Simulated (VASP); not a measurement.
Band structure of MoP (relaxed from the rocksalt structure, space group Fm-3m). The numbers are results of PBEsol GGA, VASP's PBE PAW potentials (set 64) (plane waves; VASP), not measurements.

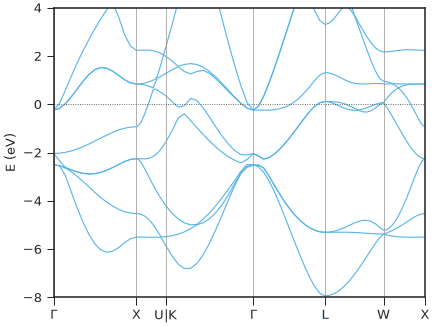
Figure: Bands along high-symmetry lines, zero at the valence-band maximum or, without a gap, the Fermi level

Question: Read the plot: is there a gap, and where are the band edges?

Answer: It has no gap at this level: it comes out as a metal or semimetal. (Edges off the drawn lines would not show.)

The structure was generated: MoP was put into the rocksalt type (Fm-3m), which need not be its known phase. It was relaxed first, which changed the volume by -20 %. The electron count is odd and the run is not spin-polarised, which forces a metal. VASP warned that the highest band is occupied, so more bands are needed.
